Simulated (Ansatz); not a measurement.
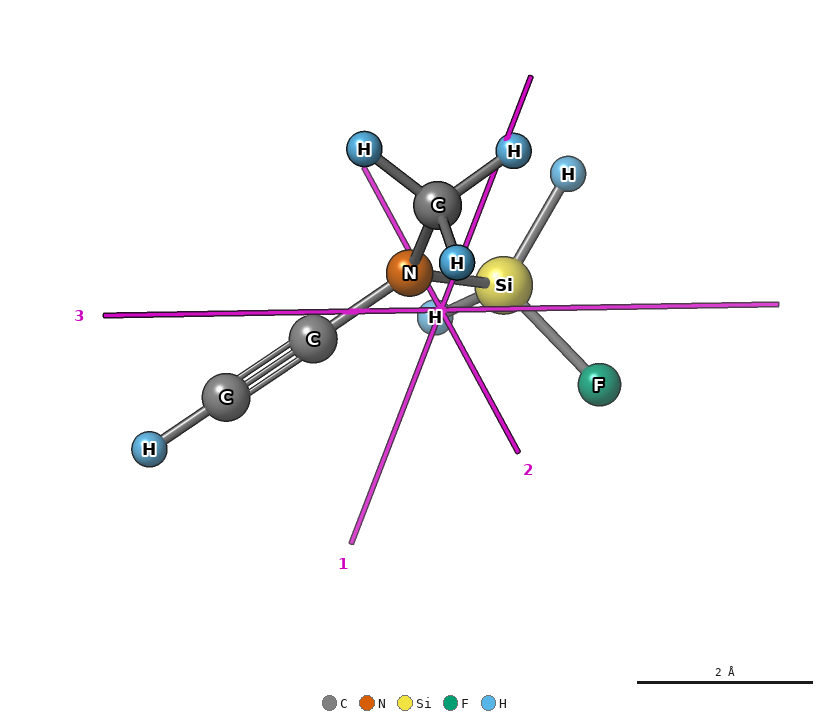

The three principal axes of inertia are drawn and numbered. Atoms fade into the background with distance from the viewer. Computed geometry: PBE0-D4/def2-TZVP optimisation. No frequency run is at hand to confirm it as a minimum. Masses are those of the most abundant isotopes; constants are for the rigid equilibrium geometry.

Which line is the a axis (least moment of inertia), which b and which c?

Answer. a is line 3, b is line 1, c is line 2; the moments are 114, 256, 319 u Å².

Classify the rotor and give the rotational constants (MHz).

Answer. An asymmetric top (C1): A = 4440, B = 1978, C = 1586 MHz. Ray's parameter κ is −0.73, nearer the prolate limit.
